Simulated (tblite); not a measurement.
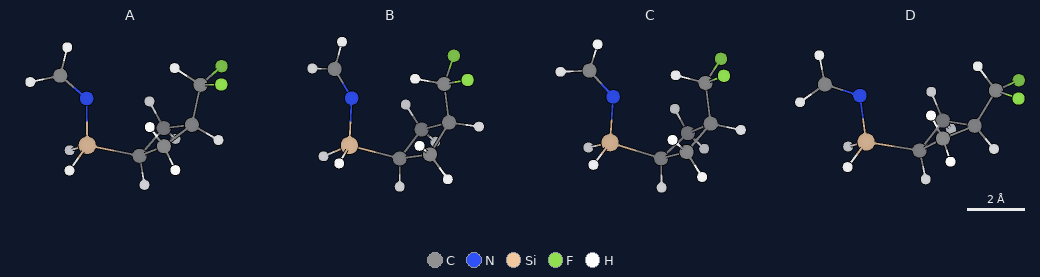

4 geometries from one relaxation of C6H11F2NSi, in shuffled order. A ball-and-stick model, seen at a tilt.

Level of theory: tblite, GFN2-xTB geometry optimisation, gas phase. 

### Put them in the order of the run, from the start to the converged end.

D, A, C, B. They are steps 0, 65, 104, 205, at +11.6 kcal/mol, +2.15 kcal/mol, +1.13 kcal/mol relative to the last. The largest moves after the best rigid fit, 1.85 Å, are those of F and H atoms. By element the largest moves are F 1.85 Å, H 1.83 Å, C 1.21 Å, N 0.49 Å, Si 0.38 Å. Some distances before and after: C–N 1.303 → 1.248 Å, H–Si 1.485 → 1.461 Å, C–C 1.563 → 1.542 Å, C–H 1.102 → 1.088 Å. Among the angles between lasting bonds that change: C–N–Si 115.6° → 134.6°, N–Si–H 108.4° → 117.4°, N–Si–H 108.0° → 102.8°. Groups turn about N–Si by about 55°, C–C by about 35°, C–C by about 35°. The energy falls by 11.6 kcal/mol in 205 geometry steps. Cost: 2 s on 1 thread of Arm Neoverse V1 (shared host).
